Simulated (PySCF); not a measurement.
Consider RbH.

```xyz
2

Rb    0.0000    0.0000   -0.0274
H     0.0000    0.0000    2.3066
```

Level of theory: PySCF, PBE0/x2c-SVPall, spin-free X2C-1e, Gaussian nucleus, at a bond length of 2.334 Å.

Question: Predict the electron density and electron localisation function between the atoms.

Answer: Rb–H (2.33 Å): ρ at the midpoint is about 0.32 e/Å³; the ELF climbs to about 1 towards the hydrogen.

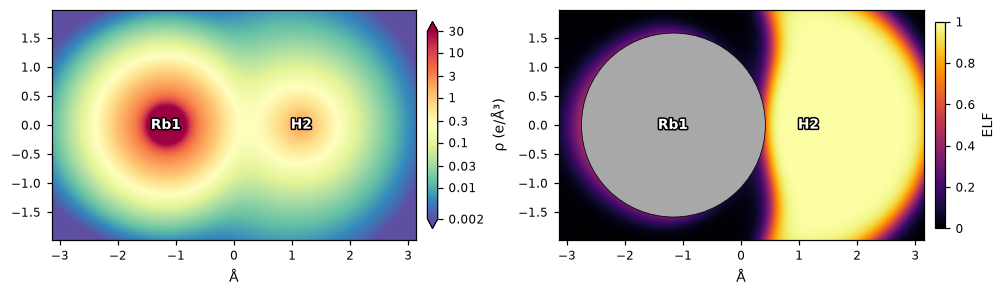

Computed electron density and electron localisation function on a plane that holds the molecular axis, in this order. Grey discs cover the atomic cores in the ELF map. 
